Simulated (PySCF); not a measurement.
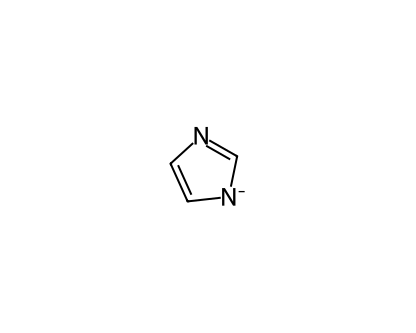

A structural formula. Charge −1, singlet.

> Give its SMILES.

c1c[n-]cn1

> What is the molecular formula?

C3H3N2, charge -1.

> An optimisation with PBE0-D3(BJ)/def2-SVP gave a structure of which point group?

C2v.

More results for the same structure follow; atom numbers are the same in all pictures, views and colours differ. Computed geometry: PBE0-D3(BJ)/def2-SVP optimisation. No frequency run is at hand to confirm it as a minimum.

## Bond orders

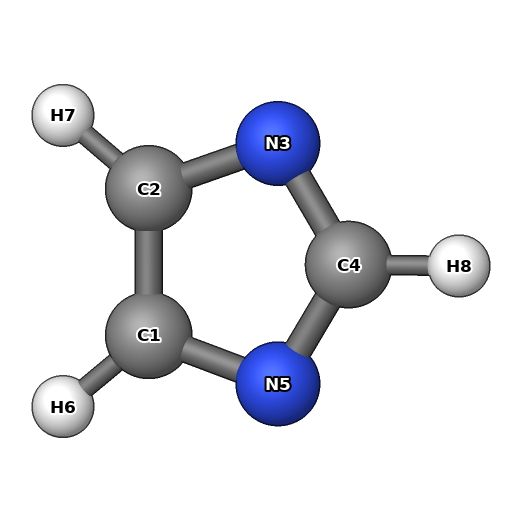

The thickness of each stick grows with its Mayer bond order. No frequency run is at hand to confirm it as a minimum. Method: PBE0/pcSseg-1 (PySCF 2.14.0).

List the Mayer bond orders of C1–C2, C1–N5, C1–H6, N3–C4, C4–H8 (one bond of each equivalent set).

```tsv
bond	Mayer order	length (Å)
C1–C2	1.46	1.395
C1–N5	1.40	1.361
C1–H6	0.98	1.096
N3–C4	1.49	1.343
C4–H8	0.97	1.099
```

## Levels of theory compared

No frequency run is at hand to confirm it as a minimum. Program: PySCF 2.14.0.

Tabulate HOMO energy (eV) at these levels: B3LYP/pcJ-1; PBE0/pcSseg-1; WP04/pcSseg-2; ωB97X-D/def2-SVPD.

```csv
level,HOMO energy (eV)
B3LYP/pcJ-1,−0.16
PBE0/pcSseg-1,−0.40
WP04/pcSseg-2,−1.57
ωB97X-D/def2-SVPD,−2.43
```

## Spin–spin coupling

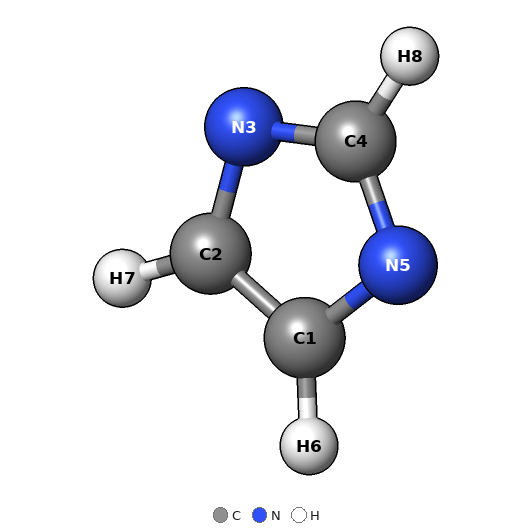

No frequency run is at hand to confirm it as a minimum. Properties computed with B3LYP/pcJ-1 indirect spin-spin coupling, non-relativistic, gas phase (PySCF 2.14.0). Isotopes: 13C, 1H, 15N.

Give the spin–spin coupling constants of these pairs, with the number of bonds between them: N3/C4, C2/C4, N3/H8, C4/H7.

```csv
pair,bonds apart,J (Hz)
"N3, C4",1,2.7
"C2, C4",2,5.1
"N3, H8",2,−15.5
"C4, H7",3,14.2
```
